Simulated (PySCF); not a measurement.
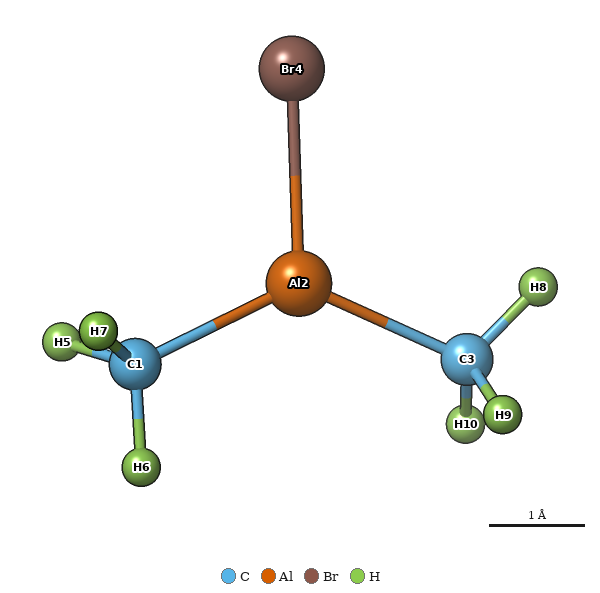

The input geometry (ball-and-stick view, seen at a tilt; atoms are numbered from 1 in the order of the input). Sticks mark near contacts.

# Geometry relaxation, with input and output: C₂H₆AlBr

The run: geometry relaxation of C₂H₆AlBr. Method and program: PBE0-D3(BJ)/def2-SVPD geometry optimisation, gas phase (PySCF 2.14.0).

### The program's output
```
step   0  E = -2895.54931839  max force = 0.009966
step   1  E = -2895.55065753  max force = 0.004393
step   2  E = -2895.55081460  max force = 0.001024
step   3  E = -2895.55082489  max force = 0.000357
optimisation converged
```

### Trajectory as extended XYZ (Å, eV, eV/Å), 4 frames, from step=0 to step=3
```
10
Properties=species:S:1:pos:R:3:forces:R:3 step=0 energy=-78791.91024
C     0.9350   -1.3878    0.7257   -0.2874   0.4411  -0.1800
Al   -0.0996    0.2830    0.4464    0.0756  -0.2078  -0.3137
C    -0.8305    1.0848   -1.2176    0.1691  -0.1494   0.5125
Br   -0.5093    1.4646    2.3495   -0.0242   0.0545   0.0960
H     0.4184   -2.0790    1.4031   -0.1697  -0.0219   0.1242
H     1.1252   -1.9325   -0.2034    0.0218  -0.0978  -0.2556
H     1.9101   -1.1913    1.1885    0.1219   0.1524   0.0814
H    -1.3581    2.0258   -1.0152   -0.0164   0.0626   0.1229
H    -0.0500    1.3084   -1.9524    0.2492   0.0000  -0.1233
H    -1.5412    0.4239   -1.7246   -0.1400  -0.2337  -0.0643
10
Properties=species:S:1:pos:R:3:forces:R:3 step=1 energy=-78791.94668
C     0.8970   -1.3361    0.6744   -0.0060   0.0319   0.0712
Al   -0.1149    0.3245    0.5111    0.0523  -0.1438  -0.2259
C    -0.7930    1.0333   -1.1763   -0.0517   0.1124   0.0938
Br   -0.5229    1.4987    2.4215   -0.0060   0.0032   0.0148
H     0.3849   -2.0505    1.3390   -0.0093   0.0053   0.0237
H     1.0573   -1.8386   -0.2913   -0.0264   0.0354  -0.0388
H     1.8871   -1.1570    1.1238    0.0050   0.0140   0.0216
H    -1.3347    1.9803   -1.0400   -0.0124   0.0197  -0.0083
H     0.0213    1.2191   -1.8957    0.0441  -0.0290   0.0215
H    -1.4821    0.3262   -1.6665    0.0104  -0.0491   0.0263
10
Properties=species:S:1:pos:R:3:forces:R:3 step=2 energy=-78791.95096
C     0.9026   -1.3426    0.6820    0.0148  -0.0227  -0.0006
Al   -0.1092    0.3075    0.4836    0.0099  -0.0265  -0.0380
C    -0.8004    1.0455   -1.1787   -0.0296   0.0527  -0.0003
Br   -0.5182    1.4785    2.3970   -0.0109   0.0197   0.0442
H     0.3855   -2.0477    1.3534   -0.0066   0.0160  -0.0033
H     1.0685   -1.8531   -0.2791    0.0025  -0.0039  -0.0033
H     1.8881   -1.1533    1.1382   -0.0110   0.0138  -0.0030
H    -1.3400    1.9925   -1.0291    0.0128  -0.0196   0.0053
H     0.0140    1.2333   -1.8981    0.0093  -0.0147  -0.0004
H    -1.4910    0.3394   -1.6691    0.0088  -0.0148  -0.0005
10
Properties=species:S:1:pos:R:3:forces:R:3 step=3 energy=-78791.95124
C     0.9030   -1.3429    0.6803    0.0088  -0.0156  -0.0126
Al   -0.1091    0.3063    0.4819   -0.0017   0.0013   0.0006
C    -0.8008    1.0469   -1.1785   -0.0095   0.0184  -0.0064
Br   -0.5196    1.4754    2.4003   -0.0033  -0.0012   0.0093
H     0.3844   -2.0454    1.3528   -0.0037   0.0056   0.0006
H     1.0699   -1.8546   -0.2800    0.0024  -0.0014   0.0058
H     1.8872   -1.1503    1.1375   -0.0024   0.0068   0.0001
H    -1.3400    1.9933   -1.0283    0.0025  -0.0037   0.0005
H     0.0149    1.2324   -1.8973    0.0024  -0.0058   0.0013
H    -1.4898    0.3388   -1.6687    0.0045  -0.0043   0.0007
```

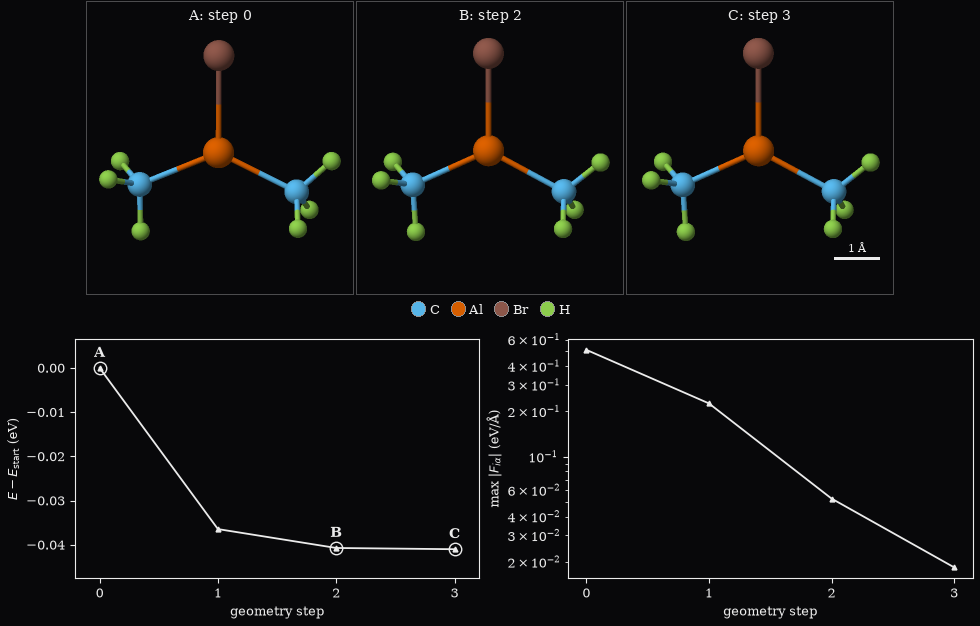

Frames of the relaxation (ball-and-stick view, seen at a tilt) above the curves, on which the letters mark them (steps are counted from 0).

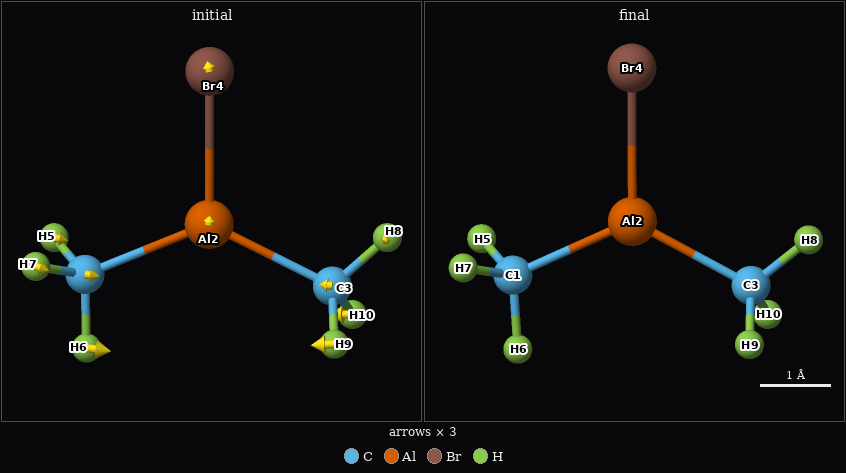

Before (left) and after (right) the relaxation, at one scale (ball-and-stick view, seen at a tilt). The yellow arrows give the displacements, magnified 3 times. The energy falls by 0.041 eV in 3 geometry steps. The largest force component goes from 0.51 to 0.018 eV/Å. The largest move after the best rigid fit is that of H6, 0.12 Å. Largest moves by element: H 0.12 Å, C 0.07 Å, Br 0.05 Å, Al 0.04 Å. Among the contacts that change: Al2–C3 1.986 → 1.945 Å, C1–Al2 1.985 → 1.945 Å, C1–H6 1.094 → 1.101 Å, Al2–Br4 2.277 → 2.284 Å. Among the angles that change: C1–Al2–C3 130.5° → 126.5°, C3–Al2–Br4 115.1° → 117.3°. (Atoms are counted from 1 in the order of the input.)

This output came from the following input.

### Input
```
{"job": {"xc": "PBE0", "basis": "def2-SVPD", "d3": "d3bj", "grid": 2, "kind": "geom"}, "charge": 0, "multiplicity": 1}
C      0.935037    -1.387784     0.725713
Al    -0.099641     0.283018     0.446425
C     -0.830541     1.084830    -1.217574
Br    -0.509334     1.464575     2.349448
H      0.418424    -2.078964     1.403067
H      1.125243    -1.932502    -0.203357
H      1.910068    -1.191266     1.188461
H     -1.358083     2.025844    -1.015247
H     -0.049961     1.308391    -1.952348
H     -1.541212     0.423858    -1.724588
```

The first line tells a small driver script what to run in PySCF; the rest is the geometry in Å.

Command:
```bash
OMP_NUM_THREADS=1 python <driver script> task.json out
```

### Summary

| quantity | value |
| --- | --- |
| outcome | converged |
| total energy | −2895.550825 hartree |
| dipole moment | 2.27 D |
| point group | Cs |
| hardware | 1 CPU thread, shared host |
| wall time | 40 s |
| peak memory | 0.66 GiB |
